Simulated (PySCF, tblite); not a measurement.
# C7H12B2Si: geometry, infrared bands and NMR shifts

What infrared bands and NMR shifts should C7H12B2Si (`BBC[SiH2]c1ccccc1`) show?

Programs: tblite 0.8.0 and PySCF 2.14.0, with density-fitted response routines of our own. Each step states its level of theory. These are calculated values for one molecule in the gas phase, unless marked as measured. Atoms are numbered from 0 throughout.

**1. Starting geometry**

22 atoms, charge 0, multiplicity 1; geometry from: force field or distance geometry start.

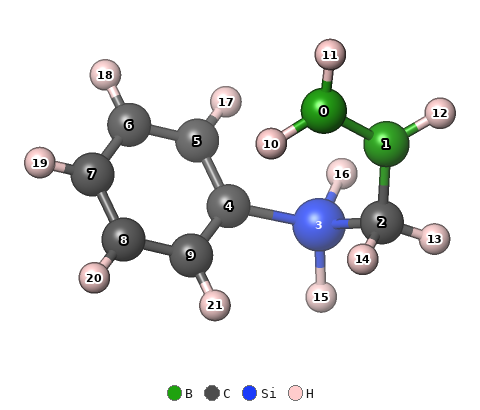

The starting geometry (boron green, carbon dark grey, silicon blue, hydrogen pink), atoms numbered.

**2. Optimising the geometry with GFN2-xTB**

Job settings and geometry (Å):

```
{"job": {"kind": "relax", "xc": "GFN2-xTB", "basis": "xTB"}, "charge": 0, "multiplicity": 1}
B      2.080700     1.481000     0.256700
B      2.675900    -0.015100     0.607400
C      1.826500    -1.097700     1.417000
Si     0.539000    -1.880200     0.289900
C     -0.709500    -0.635200    -0.224600
C     -0.704700    -0.144200    -1.547900
C     -1.619800     0.838100    -1.937000
C     -2.541300     1.334200    -1.006500
C     -2.548400     0.844100     0.302900
C     -1.637800    -0.132100     0.697200
H      0.956100     1.756800     0.539900
H      2.752900     2.280500    -0.275400
H      3.816600    -0.235900     0.412100
H      2.496600    -1.890300     1.788200
H      1.310400    -0.603000     2.278900
H     -0.146400    -2.956200     1.052200
H      1.204600    -2.465000    -0.875300
H      0.018800    -0.517800    -2.265400
H     -1.613800     1.215500    -2.941700
H     -3.253400     2.089500    -1.305600
H     -3.271500     1.240500     1.020800
H     -1.641900    -0.488300     1.715500
```

The run is started by

```bash
$ OMP_NUM_THREADS=1 python probes_run.py task.json out
```

This one command runs all jobs of the session in turn.

The log of the run:

```text
step      E/eV     max force
  0    -686.17875    1.465
  1    -686.28481    0.655
  2    -686.31918    0.393
  3    -686.34081    0.403
  4    -686.35877    0.287
  5    -686.36900    0.241
  6    -686.37573    0.178
  7    -686.38117    0.225
  8    -686.38544    0.166
  9    -686.38809    0.125
 10    -686.38984    0.129
 11    -686.39161    0.124
 12    -686.39379    0.126
 13    -686.39628    0.124
 14    -686.39896    0.130
 15    -686.40200    0.130
 16    -686.40574    0.146
 17    -686.41014    0.167
 18    -686.41468    0.170
 19    -686.41912    0.193
 20    -686.42386    0.230
 21    -686.43061    0.241
 22    -686.44118    0.253
 23    -686.45590    0.305
 24    -686.47296    0.358
 25    -686.48925    0.274
 26    -686.49242    0.489
 27    -686.50435    0.251
 28    -686.51057    0.179
 29    -686.52127    0.174
 30    -686.52931    0.216
 31    -686.53903    0.233
 32    -686.55083    0.259
 33    -686.56566    0.294
 34    -686.57773    0.399
 35    -686.59750    0.332
 36    -686.61340    0.287
 37    -686.63004    0.276
 38    -686.63912    0.343
 39    -686.65326    0.349
 40    -686.66341    0.248
 41    -686.67121    0.408
 42    -686.67706    0.293
 43    -686.68433    0.255
 44    -686.69696    0.206
 45    -686.70449    0.203
 46    -686.71464    0.224
 47    -686.71990    0.223
 48    -686.72399    0.173
 49    -686.72795    0.149
 50    -686.73065    0.188
 51    -686.73226    0.073
 52    -686.73323    0.070
 53    -686.73443    0.065
 54    -686.73541    0.083
 55    -686.73620    0.075
 56    -686.73680    0.058
 57    -686.73739    0.043
 58    -686.73799    0.044
 59    -686.73845    0.050
 60    -686.73871    0.039
 61    -686.73889    0.026
 62    -686.73909    0.030
 63    -686.73930    0.042
 64    -686.73949    0.037
 65    -686.73968    0.031
 66    -686.73985    0.025
 67    -686.74001    0.024
 68    -686.74015    0.027
 69    -686.74029    0.028
 70    -686.74046    0.035
 71    -686.74067    0.031
 72    -686.74082    0.022
 73    -686.74088    0.013
 74    -686.74091    0.011
 75    -686.74094    0.013
 76    -686.74098    0.015
 77    -686.74103    0.015
 78    -686.74107    0.017
 79    -686.74110    0.014
 80    -686.74113    0.012
 81    -686.74116    0.015
 82    -686.74119    0.014
 83    -686.74121    0.015
 84    -686.74124    0.012
 85    -686.74126    0.014
 86    -686.74129    0.013
 87    -686.74131    0.010
 88    -686.74133    0.013
 89    -686.74134    0.010
 90    -686.74136    0.011
 91    -686.74138    0.010
 92    -686.74140    0.009
```

Wall time 1.6 s (1 thread of Arm Neoverse N1, shared host).

The steps of the relaxation: (not every step is listed)

```
step  energy from step 0 (eV)  largest force (eV/Å)
   0                   0.0000                1.4652
   1                  -0.1061                0.6546
   2                  -0.1404                0.3926
   3                  -0.1621                0.4035
   4                  -0.1800                0.2869
   5                  -0.1902                0.2408
   6                  -0.1970                0.1782
   7                  -0.2024                0.2253
   8                  -0.2067                0.1662
  15                  -0.2233                0.1299
  22                  -0.2624                0.2531
  29                  -0.3425                0.1739
  36                  -0.4346                0.2874
  43                  -0.5056                0.2548
  50                  -0.5519                0.1877
  57                  -0.5586                0.0430
  64                  -0.5607                0.0375
  71                  -0.5619                0.0307
  78                  -0.5623                0.0169
  85                  -0.5625                0.0137
  87                  -0.5626                0.0104
  88                  -0.5626                0.0127
  89                  -0.5626                0.0103
  90                  -0.5626                0.0106
  91                  -0.5626                0.0101
  92                  -0.5626                0.0088
```

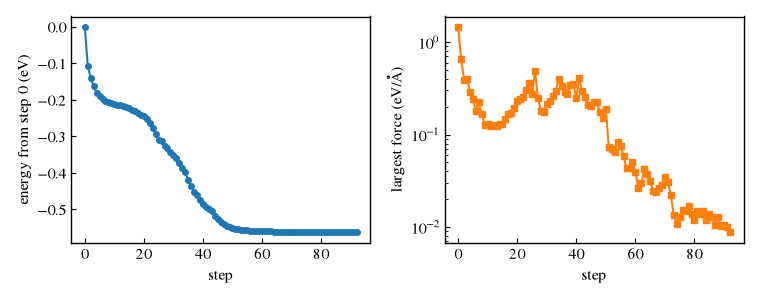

Energy and largest force along the relaxation.

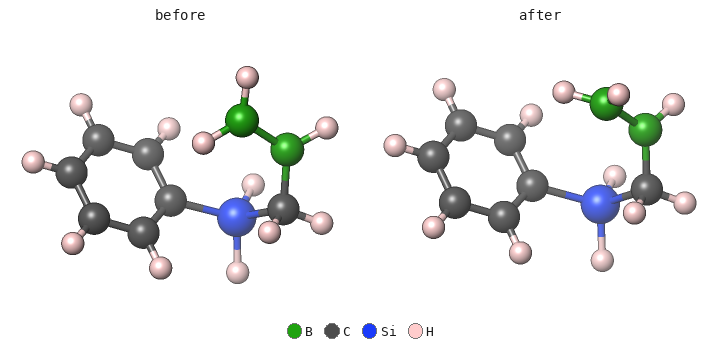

The geometry before (left) and after (right).

Distances of close pairs at the start and the end, largest changes first:

```
  bond  before (Å)  after (Å)  change (Å)
Si3–C4       1.837      1.887      +0.050
C2–Si3       1.882      1.917      +0.035
 B1–C2       1.597      1.566      -0.030
C2–H14       1.120      1.090      -0.029
 B0–B1       1.648      1.626      -0.022
 C4–C5       1.411      1.392      -0.020
B0–H10       1.192      1.175      -0.017
 C6–C7       1.400      1.385      -0.016
```

The end geometry stands in the next job.

**3. Vibrational analysis with GFN2-xTB**

Job settings and geometry (Å):

```
{"job": {"kind": "ir", "xc": "GFN2-xTB", "basis": "xTB"}, "charge": 0, "multiplicity": 1}
B      2.160864     1.562195     0.351541
B      2.627179     0.008067     0.459846
C      1.913578    -1.033578     1.386638
Si     0.544671    -1.918717     0.378815
C     -0.727233    -0.651133    -0.201644
C     -0.721488    -0.164226    -1.505206
C     -1.620012     0.805087    -1.912758
C     -2.548753     1.308543    -1.017593
C     -2.574087     0.833235     0.282767
C     -1.672532    -0.136788     0.681194
H      1.309569     1.907637    -0.381516
H      2.645447     2.431757     0.975818
H      3.510677    -0.423628    -0.193051
H      2.581878    -1.811401     1.755100
H      1.422280    -0.585493     2.250919
H     -0.114595    -2.895475     1.262991
H      1.098283    -2.621923    -0.786353
H      0.001745    -0.549914    -2.210107
H     -1.596852     1.171633    -2.929374
H     -3.251148     2.066999    -1.332409
H     -3.298167     1.220752     0.985577
H     -1.701715    -0.504244     1.697957
```

The log of the run:

```text
mode    cm-1     km/mol
  1      11.5      0.03
  2      35.7      0.22
  3      60.2      0.02
  4     106.7      0.13
  5     168.5      0.79
  6     188.2      1.52
  7     209.5      0.24
  8     218.1      1.05
  9     321.3      1.38
 10     356.9      0.02
 11     388.4      9.76
 12     427.5      7.47
 13     457.4      4.67
 14     480.9     63.09
 15     576.6      3.07
 16     590.2      0.03
 17     655.0     38.44
 18     666.2      4.06
 19     676.9    101.69
 20     705.3     58.68
 21     728.8     91.72
 22     741.2     78.29
 23     769.4    129.56
 24     780.7    254.64
 25     789.0    142.82
 26     852.5     34.12
 27     879.5      0.04
 28     901.9      0.37
 29     928.9      0.13
 30     933.5      0.02
 31     939.5     77.64
 32     979.2      5.01
 33    1030.3     65.15
 34    1086.2      0.91
 35    1089.9     65.61
 36    1122.3      0.26
 37    1132.7     27.96
 38    1155.7     29.09
 39    1183.3      0.56
 40    1184.2      7.29
 41    1207.9      0.61
 42    1287.9      3.49
 43    1313.1      0.30
 44    1420.6      4.38
 45    1468.5      6.36
 46    1471.2      2.14
 47    1578.4      1.31
 48    1596.5      2.97
 49    2178.1    374.38
 50    2213.6    272.73
 51    2544.5    151.49
 52    2595.9     73.63
 53    2605.6    145.31
 54    2970.4     45.95
 55    2982.3     37.02
 56    3057.3     19.63
 57    3061.5     13.95
 58    3068.2     14.35
 59    3074.2    117.35
 60    3084.4     60.29
```

It took 1.9 s on 1 thread of Arm Neoverse N1, shared host.

The strongest bands and the atoms that carry them (share of the mass-weighted mode):

```
cm⁻¹  km/mol                         atoms
 769   129.6    C2 19 %, B0 17 %, H13 16 %
 781   254.6            H16 45 %, H15 44 %
 789   142.8    H12 28 %, B1 23 %, C2 11 %
2178   374.4                      H15 94 %
2214   272.7                      H16 95 %
2544   151.5                      H12 92 %
2606   145.3   H11 60 %, H10 30 %, B0 11 %
3074   117.3  H18 35 %, H20 34 %, H17 16 %
```

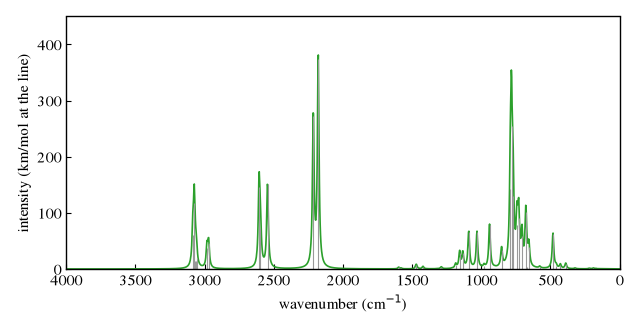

The infrared spectrum from these modes, unscaled. Lines are broadened to a width of 14 cm⁻¹ (Lorentzian).

**4. Nuclear shieldings: PBE0/pcSseg-1**

Same as in step 3 but for these lines:

```diff
@@ -1,2 +1,2 @@
-{"job": {"kind": "ir", "xc": "GFN2-xTB", "basis": "xTB"}, "charge": 0, "multiplicity": 1}
+{"job": {"kind": "nmr", "xc": "PBE0", "basis": "pcSseg-1"}, "charge": 0, "multiplicity": 1}
 B      2.160864     1.562195     0.351541
```

Level: GIAO PBE0/pcSseg-1 NMR shielding, non-relativistic, gas phase.

The log of the run:

```text
coarse grid: 18840 points
cycle   1  E = -612.4154926349  dE =  1.211e+00  |g| = 4.606e-01  |ddm| = 4.424e+00
cycle   2  E = -612.4081753381  dE =  7.317e-03  |g| = 5.036e-01  |ddm| = 1.110e+00
cycle   3  E = -612.4764541464  dE = -6.828e-02  |g| = 5.041e-02  |ddm| = 5.550e-01
cycle   4  E = -612.4767959107  dE = -3.418e-04  |g| = 3.659e-02  |ddm| = 8.842e-02
cycle   5  E = -612.4771523857  dE = -3.565e-04  |g| = 1.036e-02  |ddm| = 4.628e-02
cycle   6  E = -612.4771824003  dE = -3.001e-05  |g| = 2.623e-03  |ddm| = 1.290e-02
cycle   7  E = -612.4771842042  dE = -1.804e-06  |g| = 4.339e-04  |ddm| = 2.824e-03
final grid: 177264 points
cycle   8  E = -612.5326429651  dE = -4.691e-05  |g| = 8.194e-03  |ddm| = 4.900e-02
cycle   9  E = -612.5326395472  dE =  3.418e-06  |g| = 9.099e-03  |ddm| = 1.918e-02
cycle  10  E = -612.5326619971  dE = -2.245e-05  |g| = 7.873e-04  |ddm| = 9.931e-03
cycle  11  E = -612.5326621250  dE = -1.279e-07  |g| = 3.808e-04  |ddm| = 1.074e-03
cycle  12  E = -612.5326621641  dE = -3.913e-08  |g| = 9.241e-05  |ddm| = 4.559e-04
cycle  13  E = -612.5326621664  dE = -2.301e-09  |g| = 3.179e-05  |ddm| = 1.307e-04
cycle  14  E = -612.5326621666  dE = -2.699e-10  |g| = 6.262e-06  |ddm| = 3.749e-05
converged SCF energy = -612.5326621666

GIAO shielding tensors (ppm)
atom      isotropic    diamagn.    paramagn.     s11        s22        s33       span
  0 B       -4.878     195.976    -200.854   -128.325    -22.069    135.761    264.086
  1 B        0.879     195.777    -194.897   -108.756    -15.248    126.643    235.398
  2 C      162.344     257.297     -94.953    124.622    157.306    205.105     80.483
  3 Si     393.581     882.647    -489.066    363.260    387.364    430.120     66.859
  4 C       46.985     261.822    -214.836    -48.494     -2.892    192.342    240.835
  5 C       44.955     253.402    -208.447    -71.283     34.034    172.115    243.398
  6 C       53.606     253.839    -200.233    -58.015     40.555    178.277    236.291
  7 C       51.109     254.825    -203.716    -60.612     34.315    179.625    240.236
  8 C       53.380     254.062    -200.682    -58.961     40.781    178.320    237.280
  9 C       47.163     253.833    -206.670    -68.728     36.029    174.189    242.917
 10 H       23.027      31.249      -8.223     10.682     25.543     32.855     22.173
 11 H       22.115      30.465      -8.350     11.148     25.019     30.179     19.031
 12 H       22.237      30.121      -7.884     12.269     24.605     29.837     17.568
 13 H       29.928      29.096       0.832     25.854     26.626     37.302     11.448
 14 H       29.595      34.109      -4.514     26.208     28.472     34.106      7.897
 15 H       26.593      29.822      -3.229     23.313     25.206     31.261      7.947
 16 H       26.900      30.399      -3.499     23.246     25.831     31.622      8.376
 17 H       23.937      33.788      -9.851     20.004     22.633     29.173      9.170
 18 H       24.025      30.459      -6.434     20.672     24.305     27.098      6.425
 19 H       24.005      29.356      -5.351     20.821     24.461     26.732      5.911
 20 H       24.036      30.385      -6.349     20.677     24.366     27.065      6.388
 21 H       23.930      33.705      -9.775     20.016     22.739     29.035      9.020
```

It took 2.1 min on 1 thread of Arm Neoverse N1, shared host; peak memory 1 GiB.

Shifts follow as δ = σ(reference) − σ, with reference shieldings (ppm) from runs at the same level and on the same kind of geometry: 1H TMS 31.72, 13C TMS 186.9, 29Si TMS 349.2, 11B BF3·OEt2 100.1. The references are single molecules in the gas phase. Atoms listed in one row are averaged.

```
   atoms                                environment  σ (ppm)  δ (ppm)  δ scaled to CDCl3
  C5, C9                                aromatic CH     46.1    140.9              135.6
      C4                substituted aromatic carbon     47.0    139.9              134.7
      C7                                aromatic CH     51.1    135.8              130.6
  C6, C8                                aromatic CH     53.5    133.4              128.3
      C2                 sp3 CH2 bonded to B and Si    162.3     24.6               22.1
     H12         hydrogen on a boron bonded to C, B    22.24     9.48                  –
H10, H11            hydrogen on a boron bonded to B    22.57     9.15                  –
H17, H21                 hydrogen on an aromatic CH    23.93     7.78               7.44
     H19                 hydrogen on an aromatic CH    24.00     7.71               7.38
H18, H20                 hydrogen on an aromatic CH    24.03     7.69               7.35
H15, H16        hydrogen on a silicon bonded to 2 C    26.75     4.97                  –
H13, H14  hydrogen on an sp3 CH2 bonded to B and Si    29.76     1.96               1.95
      B0                     boron bonded to B, 2 H     -4.9    104.9                  –
      B1                    boron bonded to C, B, H      0.9     99.2                  –
     Si3                 silicon bonded to 2 C, 2 H    393.6    -44.4                  –
```

The scaled column applies a straight-line fit of computed shieldings to shifts measured in CDCl3 (root-mean-square error 0.16 ppm for H, 1.9 ppm for C).

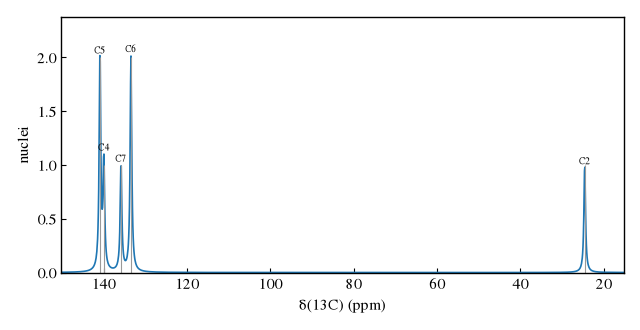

13C lines at the computed shifts, without couplings. Lines are broadened to a width of 0.47 ppm (Lorentzian).

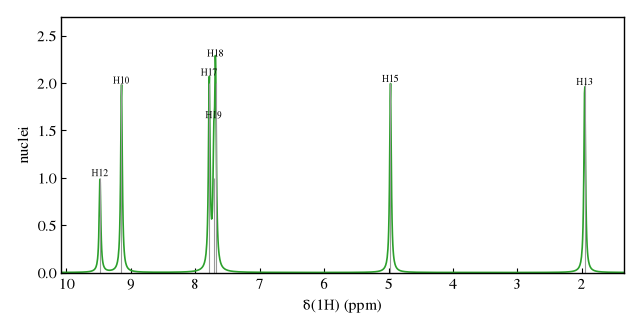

1H lines at the computed shifts, without couplings. Lines are broadened to a width of 0.03 ppm (Lorentzian).

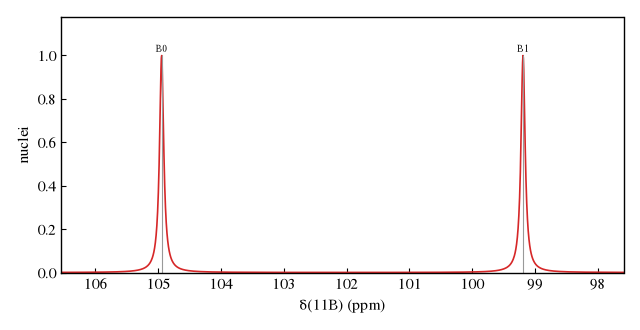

11B lines at the computed shifts, without couplings. Lines are broadened to a width of 0.08 ppm (Lorentzian).

Charges from the same density, by scheme (e):

```
 atoms  Mulliken    IAO  Hirshfeld  ESP fit
    B0     -0.04  -0.08       0.08     0.21
    B1      0.07   0.02       0.08     0.09
    C2     -0.71  -0.64      -0.22    -0.35
   Si3      0.68   0.77       0.35     0.43
    C4     -0.39  -0.28      -0.09    -0.12
C5, C9     -0.07  -0.14      -0.04    -0.10
C6, C8     -0.06  -0.15      -0.05    -0.17
    C7     -0.08  -0.14      -0.04    -0.10
```

Mulliken charges:

B0 -0.04; B1 0.07; C2 -0.71; Si3 0.68; C4 -0.39; C5 -0.07; C6 -0.06; C7 -0.08; C8 -0.06; C9 -0.08; H10 0.04; H11 0.03; H12 0.06; H13 0.16; H14 0.15; H15 -0.07; H16 -0.07; H17 0.08; H18 0.09; H19 0.09; H20 0.09; H21 0.08

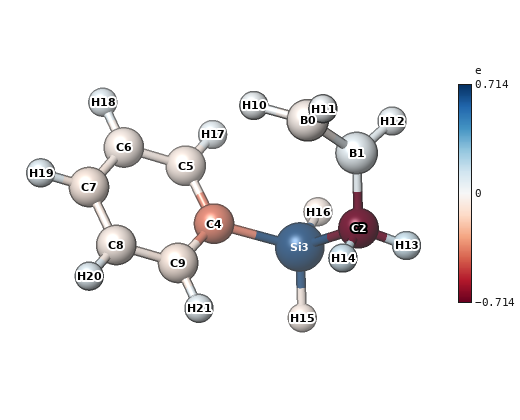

Mulliken charges, as colours on the atoms.

Mayer bond orders: B0–B1 1.08, B1–C2 1.02, C2–Si3 0.89, Si3–C4 0.86, C4–C5 1.42, C5–C6 1.45, C6–C7 1.43, C7–C8 1.43, C8–C9 1.45, C9–C4 1.41.

Ring of atoms C4, C5, C6, C7, C8, C9: NICS(0) -7.9, NICS(1) -11.2, NICS(1)zz -29.1 ppm (means of both faces).

Orbitals, density, ELF and potential are computed afterwards from the orbital file.

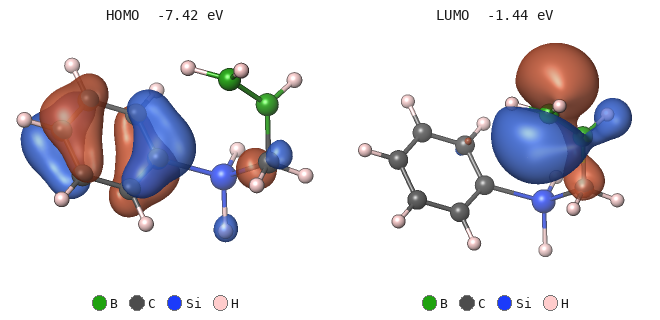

PBE0/pcSseg-1 orbitals near the gap, drawn at the value that encloses 70 % of each; the two colours are the two signs.

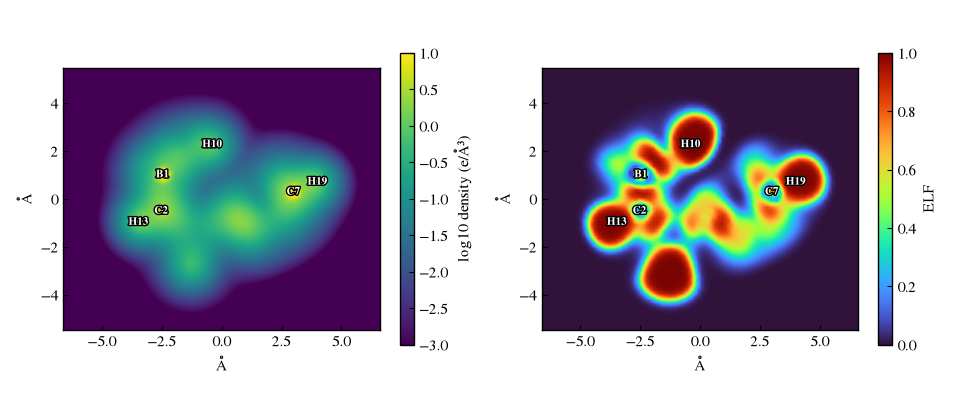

Density (left) and ELF (right) in a plane through or near 6 of the atoms.

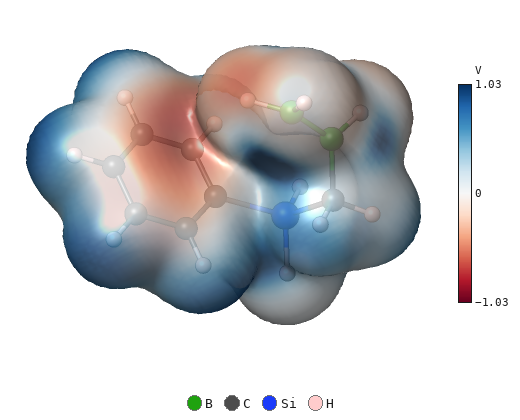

The potential that a unit positive charge feels on the 0.002 e/bohr³ surface, from -0.65 V near C4 to 1.03 V near B0.

**5. What came out**

| quantity | value |
| --- | --- |
| strongest single infrared mode (GFN2-xTB) | 2178 cm⁻¹, 374 km/mol |
| zero-point energy (GFN2-xTB) | 101.9 kcal/mol |
| 13C shifts against TMS (PBE0/pcSseg-1, means over atoms taken as alike) | 140.9, 139.9, 135.8, 133.4, 24.6 ppm |
| 1H shifts against TMS (PBE0/pcSseg-1, means over atoms taken as alike) | 9.48, 9.15, 7.78, 7.71, 7.69, 4.97, 1.96 ppm |
| 11B shifts against BF3·OEt2 (PBE0/pcSseg-1) | 104.9, 99.2 ppm |
| 29Si shifts against TMS (PBE0/pcSseg-1) | -44.4 ppm |
| surface potential, least and greatest | -0.65 V and 1.03 V |

What this shows: The optimisation took 92 steps and gained 0.563 eV; among the close pairs (by a distance rule), Si3–C4 changed most, from 1.837 to 1.887 Å. All 60 modes are real, so the xTB geometry is a minimum. The strongest single mode, at 2178 cm⁻¹, moves mainly H15. GFN2-xTB is a fitted tight-binding method: band positions and strengths are rough. Its intensities can rank the bands wrongly. At PBE0/pcSseg-1: The widest tensor belongs to B0: span 264 ppm, with a paramagnetic part of -201 ppm. NICS(1)zz of -29 ppm above the planar ring from C4 marks a diatropic (aromatic) ring current. At PBE0/pcSseg-1, counted by nearest atom on the grid, the HOMO lies on C4, C7 about 26 % each; 4 C atoms about 7 % each, the LUMO on B0 48 %; H10, H11 about 14 % each.
